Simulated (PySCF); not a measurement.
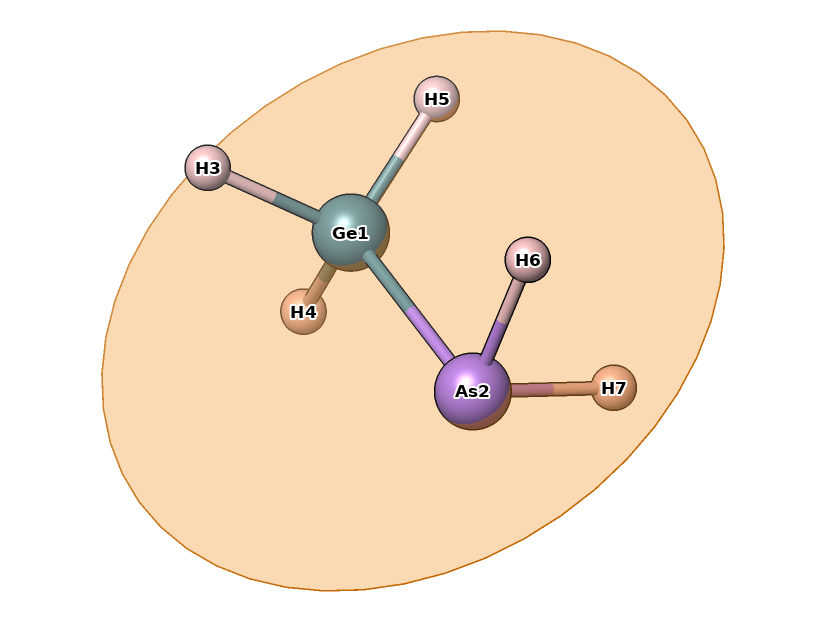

A disc through the centre of mass is drawn in. Distant atoms are faded towards the background colour. Computed geometry: GFN2-xTB optimisation. No frequency run is at hand to confirm it as a minimum.

### Is the plane of the disc a mirror plane of the structure?

Yes. The reflection leaves Ge1, As2, H5 in place and moves H3 ↔ H4; H6 ↔ H7. The point group is Cs.
